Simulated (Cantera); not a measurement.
A closed system holds: 1 mol CHF3, 1.6 mol F2, 0.16 mol H2, at 2.10 mbar.

Cantera equilibrium calculation (NASA polynomials, part measured and part estimated; ideal gas, pure solids and liquids). Candidate condensed phases: C, C6H6, C7H8, C8H18; 95 gas species. Gases not in the tables: C2F6 and larger saturated fluorocarbons. The numbers say what is thermodynamically allowed, not how fast it happens.

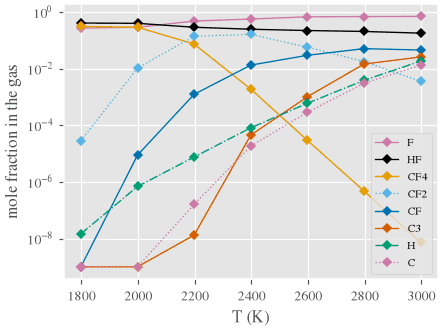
Figure. Equilibrium gas composition (values under 1e-9 drawn at 1e-9)

From 1798 K to 2198 K nothing is condensed. From 2398 K to 2798 K the condensed part is C(graphite). At 2998 K nothing is condensed. The main C-bearing gas is CF4 at 1798 K and C3 at 2998 K.
